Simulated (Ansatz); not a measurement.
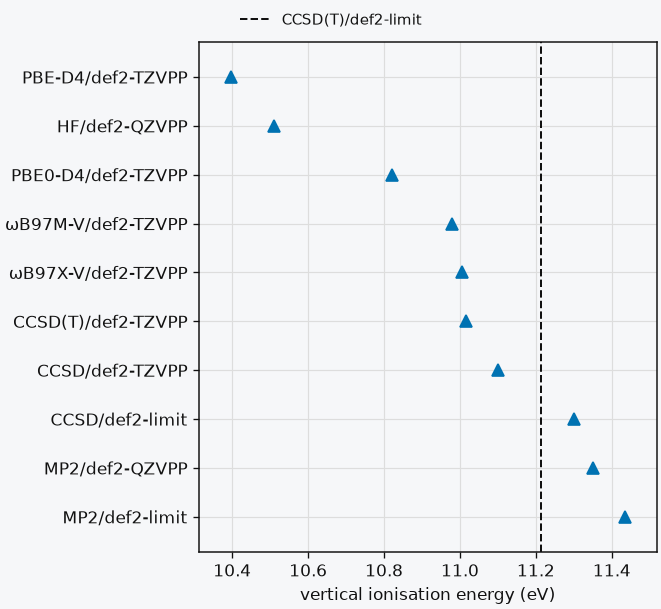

Vertical ionisation energy of CHBClFO, SMILES F[C@H]1OB1Cl, taken as the energy of the cation less that of the neutral at fixed geometry (unrestricted doublet cation, cores frozen in correlated methods, no spin-orbit coupling), the Ansatz code 0.2.0, at a PBE0-D4/def2-TZVP geometry (a minimum by its frequencies). Limit means an estimate of the basis limit from triple and quadruple zeta; for coupled cluster it is either extrapolated directly or built as the MP2 limit plus the step from MP2 in triple zeta. The distance of CCSD(T)/def2-TZVPP, CCSD/def2-TZVPP and MP2/def2-QZVPP to the limit includes basis error.

Q: What range do the values span, the line included?

A: From 10.40 eV (PBE-D4/def2-TZVPP) to 11.43 eV (MP2/def2-limit).

Q: Which level comes closest to the line (CCSD(T)/def2-limit), and which misses most?

A: Closest CCSD/def2-limit (11.30 eV), against 11.21 eV; farthest PBE-D4/def2-TZVPP (10.40 eV).
